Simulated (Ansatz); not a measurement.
# CH3In (SMILES C[In]) at r2SCAN0/def2-SVPD (core potential)

What is the electronic atomisation energy of CH3In at r2SCAN0/def2-SVPD (core potential)? 

Program for the calculation: Ansatz 0.2.0.

46 further runs of the same task are left out: 5 that didn't finish, 41 set aside as unsound or not needed.

### Step 1. The molecule

The species is CH3In (5 atoms), meant as a singlet with charge 0. SMILES: `C[In]`. The coordinates come from a PBE0-D4/def2-TZVP relaxation.

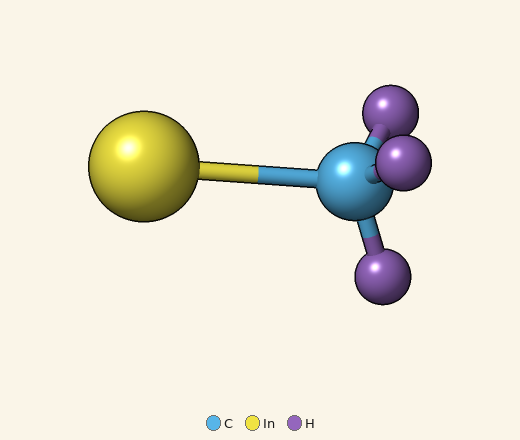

Viewed from a chosen angle; carbon blue, indium yellow, hydrogen purple.

### Step 2. A single-point energy at r2SCAN0/def2-SVPD (core potential)

File in.yaml:

```yaml
crystal:
  periodic: [false, false, false]
  atoms:
    - {symbol: C, position_ang: [-0.182770, 0.073150, -0.070580]}
    - {symbol: In, position_ang: [1.772750, -0.709460, 0.684610]}
    - {symbol: H, position_ang: [-0.972960, -0.040920, 0.680150]}
    - {symbol: H, position_ang: [-0.502560, -0.460530, -0.972760]}
    - {symbol: H, position_ang: [-0.114460, 1.137770, -0.321410]}
basis:
  gaussian:
    orbitals: def2-SVPD
hamiltonian:
  xc: {name: r2SCAN0}
accuracy: high
output: {orbitals: {seedname: orbitals}}
```

The run is started by

```console
$ ansatz run in.yaml --threads 1 --pin off --max-ram 3480MiB --events-out events.jsonl --progress --plain --runs-dir runs
```

Output:

```text
Warning: RAYON_NUM_THREADS=1 ignored (pool sized by the plan → 1); use --threads N
Functional definition: r2SCAN0
  name "r2SCAN0"
  parameter a = 0.25
  parameter k0 = 0.174
  parameter k1 = 0.065
  parameter a1 = 4.9479
  exchange = (1 - a)*r2scan_x(k0 = k0, k1 = k1, a1 = a1) + a*exact_x
  correlation = r2scan_c
1696 factors; integrals over basis functions are off by at most 3.1e-9 eV
mean field evaluation 1: about -6253.0613 eV, gradient 4.6e1 eV
mean field evaluation 2: about -6247.6399 eV, gradient 5.9e1 eV
mean field evaluation 4: about -6258.7801 eV, gradient 6.1e-1 eV
mean field evaluation 8: about -6258.7814 eV, gradient 3.0e-2 eV
mean field evaluation 16: about -6258.7814 eV, gradient 4.5e-6 eV
mean field -6258.78144510 eV, -230.0059757529 hartree, gradient 2.4e-8 eV, S^2 0.000000; 0 other end points of the search recorded, 0 dependent functions left out
reference -6258.78144574 eV, -230.0059757766 hartree; 15, 15 occupied and 61, 61 virtual orbitals, 1696 factors
Total energy: -6258.78144574 eV, -230.0059757766 hartree
```

Run time: 9.9 s. Hardware: 1 thread of Arm Neoverse V1, shared host; peak memory 0.26 GiB.

### Step 3. The C atom at the same level

File in.yaml:

```yaml
crystal:
  periodic: [false, false, false]
  atoms:
    - symbol: C
      position_ang: [0.000000, 0.000000, 0.000000]
basis:
  gaussian: {orbitals: def2-SVPD}
magnetization: {spin_polarized: true, initial_magnetization: 2}
hamiltonian: {xc: {name: r2SCAN0}}
accuracy: high
```

The run is started by

```console
$ ansatz run in.yaml --threads 1 --pin off --max-ram 3480MiB --events-out events.jsonl --progress --plain --runs-dir runs
```

Output:

```text
Warning: RAYON_NUM_THREADS=1 ignored (pool sized by the plan → 1); use --threads N
Functional definition: r2SCAN0
  name "r2SCAN0"
  parameter a = 0.25
  parameter k0 = 0.174
  parameter k1 = 0.065
  parameter a1 = 4.9479
  exchange = (1 - a)*r2scan_x(k0 = k0, k1 = k1, a1 = a1) + a*exact_x
  correlation = r2scan_c
163 factors; integrals over basis functions are off by at most 3.2e-9 eV
mean field evaluation 1: about -1028.2011 eV, gradient 4.0e0 eV
mean field evaluation 2: about -1028.2920 eV, gradient 7.5e-1 eV
mean field evaluation 4: about -1028.2957 eV, gradient 1.9e-1 eV
mean field evaluation 8: about -1028.2959 eV, gradient 3.1e-4 eV
mean field evaluation 16: about -1028.2959 eV, gradient 2.2e-8 eV
mean field -1028.29592089 eV, -37.7891780888 hartree, gradient 2.2e-8 eV, S^2 2.006834; 0 other end points of the search recorded, 0 dependent functions left out
reference -1028.29592160 eV, -37.7891781149 hartree; 4, 2 occupied and 16, 18 virtual orbitals, 163 factors
Total energy: -1028.29592160 eV, -37.7891781149 hartree
```

It took 1.1 s on 1 thread of Arm Neoverse V1, shared host; peak memory 0.096 GiB.

### Step 4. The H atom, same level

File run.yaml:

```yaml
crystal:
  periodic: [false, false, false]
  atoms:
    - {symbol: H, position_ang: [0.000000, 0.000000, 0.000000]}
basis:
  gaussian:
    orbitals: def2-SVPD
magnetization:
  spin_polarized: true
  initial_magnetization: 1
hamiltonian:
  xc: {name: r2SCAN0}
accuracy: high
```

Run the same way, it converges to -0.49923 Eh (log not shown).

### Step 5. The In atom, same level

File molecule.yaml:

```yaml
crystal:
  periodic: [false, false, false]
  atoms:
    - {symbol: In, position_ang: [0.000000, 0.000000, 0.000000]}
basis:
  gaussian:
    orbitals: def2-SVPD
magnetization:
  spin_polarized: true
  initial_magnetization: 1
hamiltonian:
  xc: {name: r2SCAN0}
accuracy: high
```

Run the same way, it converges to -190.14460 Eh (log not shown).

### Step 6. Summary of results

At r2SCAN0/def2-SVPD (core potential):

```
                     quantity          value
       molecule: total energy  -230.00598 Eh
        molecule: HOMO energy       -5.56 eV
        molecule: LUMO energy       -1.32 eV
      molecule: HOMO–LUMO gap        4.24 eV
         C atom: total energy   -37.78918 Eh
                 C atom: ⟨S²⟩          2.007
         H atom: total energy    -0.49923 Eh
                 H atom: ⟨S²⟩          0.750
        In atom: total energy  -190.14460 Eh
                In atom: ⟨S²⟩          0.756
electronic atomisation energy      15.633 eV
```

What this shows: Taking the molecule apart into free atoms costs 15.63 eV (1508 kJ/mol), before zero-point energy and without spin-orbit coupling.
